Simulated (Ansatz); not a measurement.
**A computed series for hypothetical NiAs type TlF: pressure series**

Base system: TlF in the NiAs type structure (space group P6_3/mmc, No. 194; a = 3.8910 Å, c = 7.0145 Å; a hypothetical phase, not in the database extracts checked).

Cell and atoms are relaxed at each pressure.

Computed with DFT with PBE, PAW potentials and a 420 eV plane-wave cutoff in Ansatz (an electronic-structure program), no spin-orbit coupling.

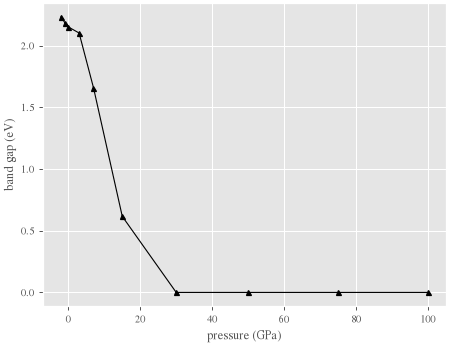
Band gap against pressure

```tsv
pressure (GPa)	band gap
-2	2.23 eV
-1	2.19 eV
3	2.10 eV
7	1.66 eV
15	0.62 eV
30	zero
50	zero
75	zero
100	zero
```

A case with no gap was solved on a k-mesh chosen for an insulator, which is coarse for it. From pressure 15 GPa on, the axis ratios lie over 15 % from the base's, so the cell there is far from its starting form. With Tl present, leaving out spin-orbit coupling can change the band edges. Load acts through the strain it causes; cell and atoms are relaxed under it. Whether these cells are dynamically stable was not tested. Competing high-pressure phases were not computed. The final runs are not spin-polarised. A zero or small gap of TlF under pressure 30 GPa can be the functional's error rather than a property of the material.
